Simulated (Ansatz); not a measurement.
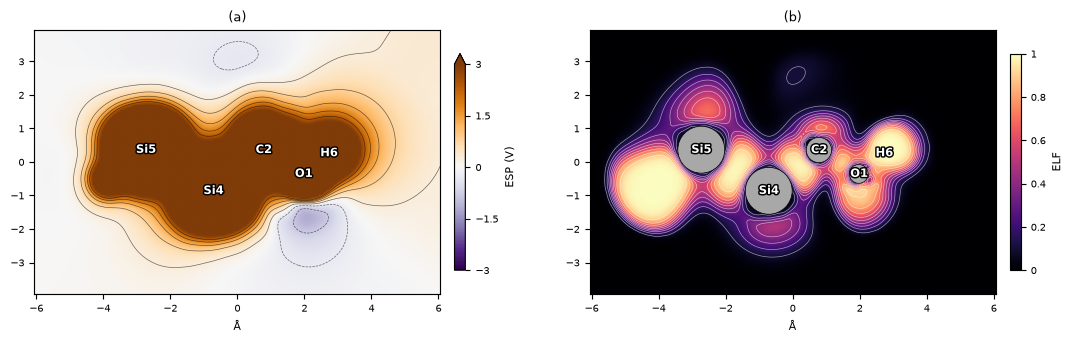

Figure. CH₇ClOSi₂ (SMILES OC(Cl)[SiH2][SiH3]). (a) electrostatic potential; (b) electron localisation function on the plane of atoms C2, Si4 and Si5. Grey discs cover the atomic cores in the ELF map.

Method: Ansatz 0.2.0, RKS BLYP-D4/6-31G*.

Input

```
crystal:
  periodic: [false, false, false]
  atoms:
    - { symbol: O, position_ang: [-2.3343, 1.1042, -0.2864] }
    - { symbol: C, position_ang: [-1.0293, 0.8937, 0.0622] }
    - { symbol: Cl, position_ang: [-0.57528, -0.65672, -0.67952] }
    - { symbol: Si, position_ang: [-0.60783, 0.79898, 1.89161] }
    - { symbol: Si, position_ang: [1.60695, 0.93648, 2.17415] }
    - { symbol: H, position_ang: [-2.3738, 2.0558, -0.693] }
    - { symbol: H, position_ang: [-0.41008, 1.66327, -0.42391] }
    - { symbol: H, position_ang: [-1.25143, 1.98112, 2.573] }
    - { symbol: H, position_ang: [-1.19953, -0.36464, 2.49913] }
    - { symbol: H, position_ang: [2.15822, 2.1822, 1.48111] }
    - { symbol: H, position_ang: [2.28237, -0.21786, 1.54967] }
    - { symbol: H, position_ang: [1.99484, 1.01072, 3.59403] }
basis:
  gaussian: { orbitals: "6-31G*" }
hamiltonian:
  xc: blyp
  dispersion: d4
relax:
  f_tol: 0.015
  max_steps: 40
output:
  orbitals: {}
```

Command:

```sh
ansatz run input.yaml --threads 2 --pin off --max-ram 3072MiB --backend cpu --events-out ev --progress --plain --runs-dir out
```

The fields are those of the relaxed geometry.

Q: Describe what can be read from this map.

A: The section cuts through O, C, Si and H sites.
C–O (1.39 Å): the ELF peaks at about 0.90 between the atoms (a polar covalent bond).
C–Si (1.93 Å): the ELF peaks at about 1 between the atoms (localised, covalent bonding).
Si–Si (2.36 Å): the ELF peaks at about 1 between the atoms: localised, covalent bonding.
O–H (0.98 Å): the ELF climbs to about 1 towards the hydrogen, as it does in any bond to H (a covalent bond by its length).
The ELF also peaks beside O1, away from the bonds: lone-pair regions.
Outside the dense part of the molecule the potential is most negative (−1.2 V) near O1.
